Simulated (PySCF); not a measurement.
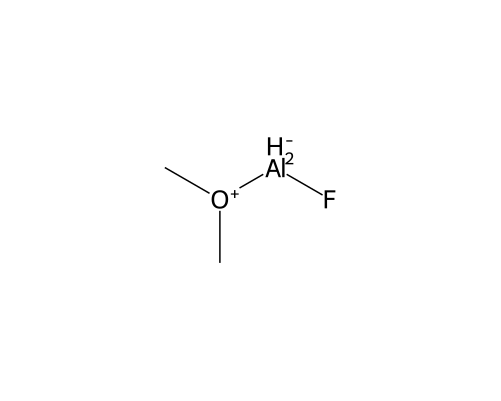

Source: calculation with PySCF.

2D structure.

Write the SMILES.

Answer. C[O+](C)[AlH2-][F]

What is the molecular formula?

Answer. C2H8AlFO.
